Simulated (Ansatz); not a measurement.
```xyz
10

Si    0.1849    0.7934   -0.6425
H     1.5597   -0.9627    2.5877
O     1.1170   -0.4381   -0.0370
H     1.0508   -1.3060   -0.4029
H     0.5645    1.0408   -2.0517
H    -1.2392    0.3961   -0.5618
N     0.4077    2.2413    0.2360
H     0.0402    2.3447    1.1622
H     1.2331    2.7947    0.1104
H     1.6306   -1.1604    3.3057
```

Theory: RHF/def2-SVP (Ansatz).

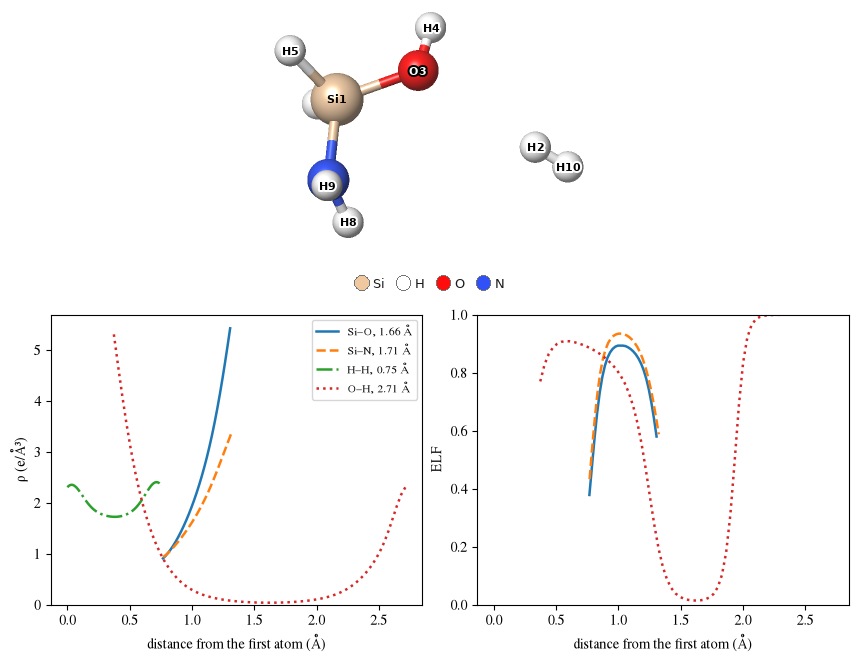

H5NOSi···H2. Total electron density and electron localisation function along straight lines between neighbouring atoms. The curves leave out the atomic cores. The structure is drawn too.

Question: What can be read from the curves?

Answer: Si–O (1.66 Å): the density is about 1.1 e/Å³ at the midpoint; the ELF peaks at about 0.90 between the atoms: a shared but strongly polarised pair.
Si–N (1.71 Å): ρ at the midpoint is about 1.1 e/Å³; the ELF peaks at about 0.95 between the atoms, as expected for a shared but strongly polarised pair.
H–H (0.75 Å): ρ at the midpoint is about 1.7 e/Å³; the ELF is about 1 at the midpoint.
O3···H2 (2.71 Å): the density falls to about 0.04 e/Å³ on the way; the ELF dips to about 0 between them: a weak contact between the two molecules.
